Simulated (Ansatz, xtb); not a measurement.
# Loss of CH4: C2H10AlN → CH6AlN + CH4

Species: C2H10AlN `C[NH+](C)[AlH3-]`, singlet; CH6AlN `C[NH][AlH2]`, singlet; CH4 (methane) `C`, singlet. 

Shapes, held fixed at every level: PBE0-D4/def2-TZVP. Programs: Ansatz 0.2.0, xtb 6.7.1. The zero-point and thermal change to 298 K, harmonic and unscaled (PBE0-D4/def2-TZVP), is -4.7 kJ/mol.

```csv
level,kind,ΔH(298 K) (kJ/mol),less CCSD(T)/CBS estimate
GFN0-xTB,semi-empirical,+217.1,+253.3
B3LYP-D4/def2-TZVPP,global hybrid,-42.9,-6.7
BHLYP-D4/def2-TZVPP,global hybrid,-35.2,+1.0
PBE0-D4/def2-TZVPP,global hybrid,-29.5,+6.7
r2SCAN0-D4/def2-TZVPP,global hybrid,-31.3,+4.9
MP2/def2-TZVPP,perturbation theory,-39.3,-3.1
CCSD/def2-SVP,coupled cluster or CI,-22.5,+13.7
CCSD(T)/def2-TZVPP,coupled cluster or CI,-34.4,+1.8
CCSD(T)/CBS estimate,coupled cluster or CI,-36.2,0.0
```

The highest level, CCSD(T)/CBS estimate, gives ΔH(298 K) = -36.2 kJ/mol; the levels span -42.9 to +217.1. They disagree on the sign: 1 of 9 are positive. GFN0-xTB strays far from the other rows. The column of differences is taken from that level and isn't an error. No measured value is set beside it here. The CBS estimate extrapolates MP2 from def2-TZVPP and def2-QZVPP and adds CCSD(T) − MP2 in the triple-zeta set, cores frozen.

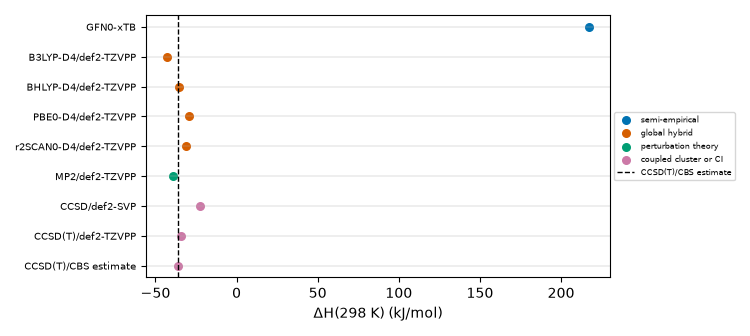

The values of the table, level by level.
